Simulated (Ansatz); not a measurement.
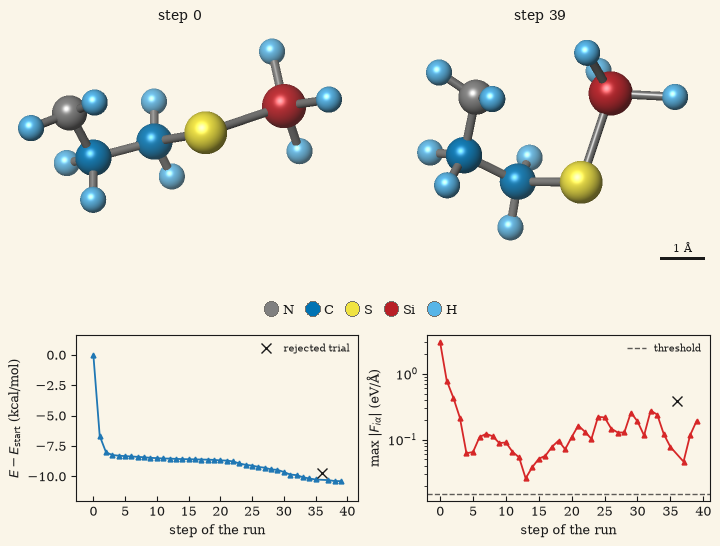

First and last geometry of a relaxation of C₂H₉NSSi, with the history of the run. Style: ball-and-stick. Shown from a free direction.

The run prepares an end point of a later path (inversion) calculation, from a guessed geometry.

All numbers below come from RKS PBE0-D4/def2-SVP (Ansatz). Settings: no spin polarisation; force threshold 0.015 eV/Å; at most 40 steps.

Did the run converge, and what did it change?

Answer. The relaxation stopped without meeting its thresholds, so the last structure isn't shown to be converged. It used up its limit of 40 steps. The atom that moves furthest after the best rigid fit is an H atom (2.32 Å). Largest moves by element: H 2.32 Å, S 1.31 Å, N 1.17 Å, C 0.93 Å, Si 0.88 Å. Some distances before and after: C–S 1.933 → 1.832 Å, C–H 1.056 → 1.103 Å, H–N 0.973 → 1.020 Å, H–Si 1.461 → 1.495 Å. Bond angles that change, for instance: S–Si–H 107.7° → 115.7°, N–C–H 107.4° → 113.8°, H–Si–H 112.8° → 107.0°. Groups turn about C–S by about 100°, C–N by about 35°, S–Si by about 30°. Over 38 accepted moves (39 points after the start) the energy falls by 10.4 kcal/mol. The largest force component goes from 3 to 0.19 eV/Å. The line search rejected the trial step at point 36 of the run. Cost: 3.2 min on 2 threads of Intel(R) Xeon(R) Platinum 8488C (Sapphire Rapids), on a shared host, peak memory 0.32 GiB.
